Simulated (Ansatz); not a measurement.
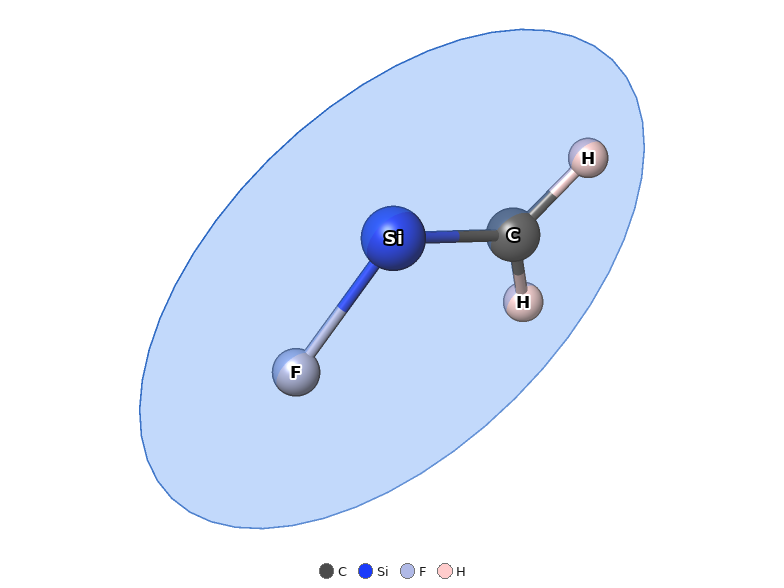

All proper rotation axes (lines) and mirror planes (discs) of the structure are drawn in. Atoms fade into the background with distance from the viewer. Charge −1, singlet. The geometry was computed by an optimisation with PBE-D4/def2-SVPD. No frequency run is at hand to confirm it as a minimum.

### Name the symmetry elements and the point group.

It has 1 mirror plane. Point group Cs. The group has 2 operations. The geometry is achiral, and symmetry allows a dipole moment.
